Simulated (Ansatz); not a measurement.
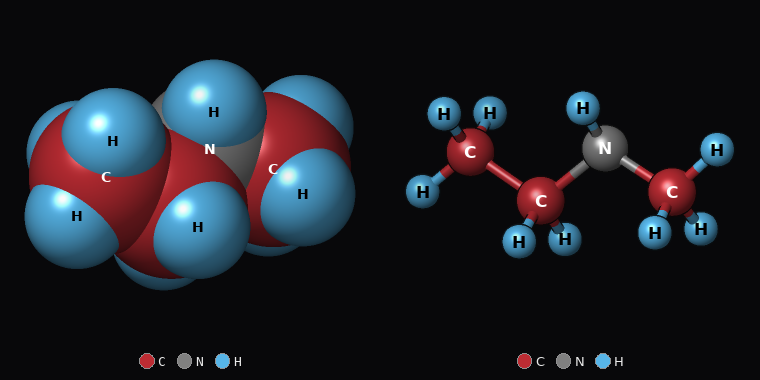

Two views of one molecule.

What does the picture show?

The molecule is C₃H₉N. As SMILES it reads `CCNC`. It has no ring. Among its groups: secondary amine. The point group is C1. Coordination: 3 C tetrahedral; 1 N trigonal pyramidal.

The parts below concern this one geometry. Atoms keep their numbers from picture to picture. The computed structure is the end point of a PBE0-D4/def2-TZVP optimisation.

Electronic properties

Level of theory: RKS revPBE-D4/def2-TZVPP (Ansatz 0.2.0).

Give the HOMO energy (Kohn–Sham orbital) at this level.

−4.90 eV.

Give the dispersion correction at this level.

−69.6 kJ/mol.

What is the HOMO–LUMO gap?

5.40 eV.

Vibrations

Harmonic vibrations computed with RKS PBE0-D4/def2-TZVP (Ansatz 0.2.0) at a stationary point of the same level.

List the wavenumbers.

33 modes: 123, 224, 269, 274, 454, 766, 816, 900, 1041, 1065, 1110, 1169, 1200, 1246, 1301, 1377, 1409, 1450, 1474, 1480, 1490, 1492, 1514, 1516, 2927, 2953, 3043, 3048, 3069, 3116, 3121, 3136, 3540 cm⁻¹.

Dipole moment

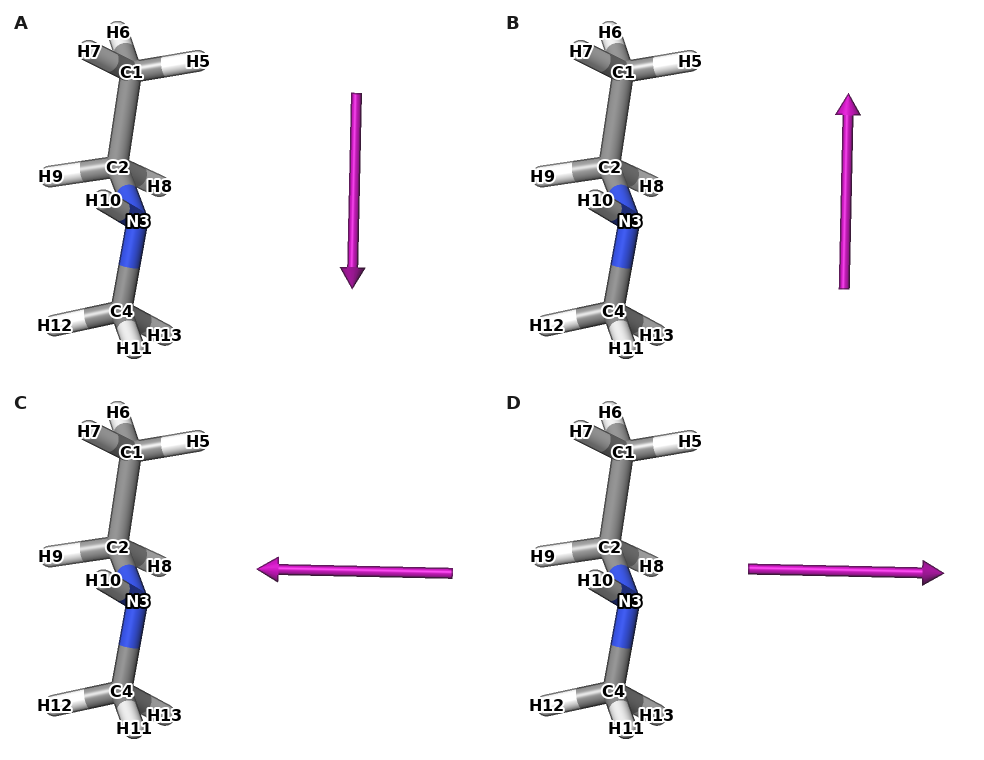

The same molecule four times, each with an arrow. Properties computed with RKS r2SCAN-D4/def2-TZVPP (Ansatz 0.2.0).

Which arrow points along the dipole moment, from the negative to the positive end?

C. The dipole moment is 0.85 D; it points from the side of H5 to the side of H9, H12 (the outermost atoms at the two ends).

Charges

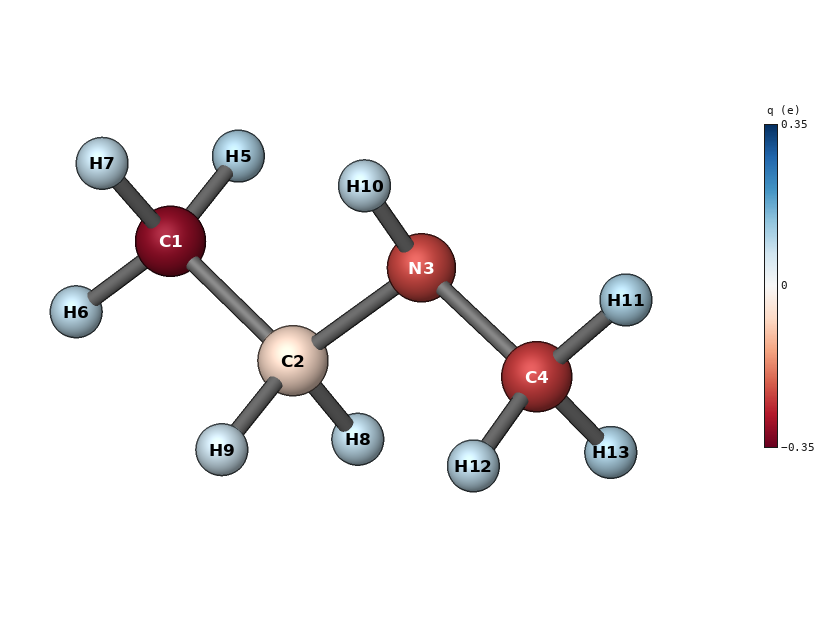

Atoms are coloured by their Mulliken charges. Method: RKS ωB97M-V/def2-TZVPP (Ansatz 0.2.0).

Give the Mulliken charges atom by atom.

```json
{"atom": "C1", "value (e)": "−0.31"}
{"atom": "C2", "value (e)": "−0.07"}
{"atom": "N3", "value (e)": "−0.23"}
{"atom": "C4", "value (e)": "−0.24"}
{"atom": "H5", "value (e)": "0.11"}
{"atom": "H6", "value (e)": "0.09"}
{"atom": "H7", "value (e)": "0.09"}
{"atom": "H8", "value (e)": "0.09"}
{"atom": "H9", "value (e)": "0.07"}
{"atom": "H10", "value (e)": "0.09"}
{"atom": "H11", "value (e)": "0.11"}
{"atom": "H12", "value (e)": "0.09"}
{"atom": "H13", "value (e)": "0.11"}
```

Mulliken values depend strongly on the basis set and can even reverse the polarity of a bond.
